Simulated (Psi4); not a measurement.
**How methods differ on GaNH2Cl2 (SMILES [NH2][Ga]([Cl])[Cl])**

GaNH2Cl2: 6 atoms, total charge 0, spin state singlet. SMILES: `[NH2][Ga]([Cl])[Cl]`. The shape was relaxed beforehand at PBE0/def2-TZVP.

Quantity: the HOMO–LUMO gap, in eV. The values are calculated.

```tsv
level	kind	program	value (eV)	CPU time
PBE-D4/def2-TZVPP (density fitting)	GGA	Psi4	4.71	80 s
r2SCAN-D4/def2-TZVPP (density fitting)	meta-GGA	Psi4	5.34	4.2 min
B3LYP-D4/def2-TZVPP (density fitting)	global hybrid	Psi4	6.48	77 s
PBE0-D4/def2-TZVPP (density fitting)	global hybrid	Psi4	7.07	77 s
wB97M-V/def2-TZVPP (density fitting)	range-separated hybrid	Psi4	11.34	4.3 min
```

All-electron rows without a relativistic Hamiltonian named are non-relativistic. The values span 4.71 to 11.34 eV. Orbital gaps aren't excitation energies; they tend to grow with the share of exact exchange. CPU times are rough (shared hosts, several kinds of processor and program).

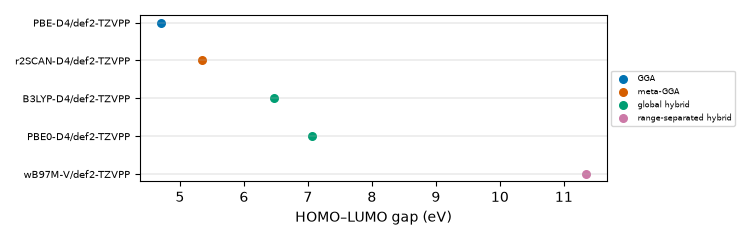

The values of the table, level by level.
